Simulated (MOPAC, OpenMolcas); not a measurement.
# How methods differ on SiCNF2 (SMILES N#C[Si](F)F)

SiCNF2: 5 atoms, total charge 0, spin state doublet. As SMILES, `N#C[Si](F)F`. Geometry: relaxed at PBE0-D4/def2-TZVP.

Quantity: the dipole moment, in D. The values are calculated.

```
              level             kind     program  value (D)
                PM6   semi-empirical       MOPAC       2.47
    UHF/aug-cc-pVDZ     Hartree–Fock  OpenMolcas       2.56
 USVWN5/aug-cc-pVDZ              LDA  OpenMolcas       2.28
   UPBE/aug-cc-pVDZ              GGA  OpenMolcas       2.26
  UTPSS/aug-cc-pVDZ         meta-GGA  OpenMolcas       2.29
 UBHLYP/aug-cc-pVDZ    global hybrid  OpenMolcas       2.45
UM06-2X/aug-cc-pVDZ  hybrid meta-GGA  OpenMolcas       2.44
```

The values span 2.26 to 2.56 D. Magnitudes only.

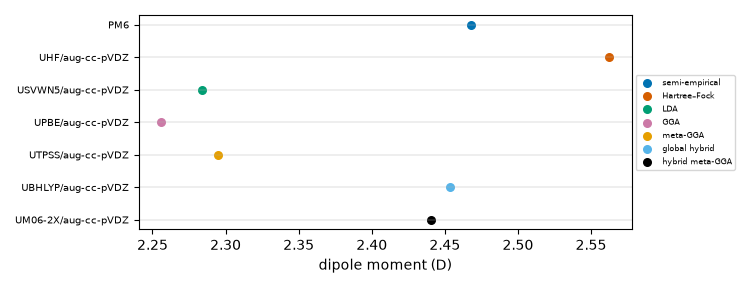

The values of the table, level by level.
